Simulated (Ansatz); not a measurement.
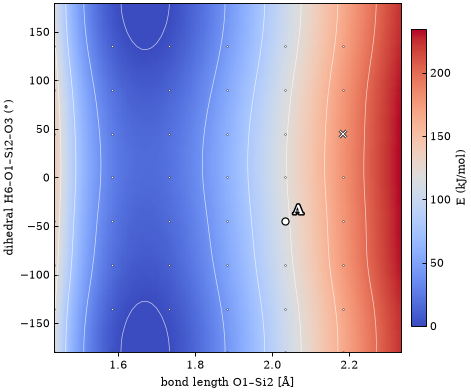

ClH₂O₂SSi, SMILES O[Si](O)([S])Cl, spin multiplicity 2. Coordinates scanned: (1) bond length O1–Si2; (2) dihedral H6–O1–Si2–O3. Nothing is relaxed (all other coordinates rigid). Grid: 7 × 8 points. At 1 point there is no value. Points are written as (first, second). Energies are in kJ/mol, from the lowest grid point. All numbers below come from Ansatz 0.2.0, UKS PBE-D4/def2-SVP.

The picture shows a smooth colour map with a few white contour lines, crosses at grid points without a value, dots at the grid points, the point A. Between grid points the surface is interpolated.

Question: Which way does the force act at A, and how strong is it?

Answer: A, at (2.033 Å, −45°), is not a stationary point. The computed force is 410 kJ/mol for each Å towards smaller values of bond length O1–Si2 and 0.065 kJ/mol for each degree towards smaller values of dihedral H6–O1–Si2–O3.
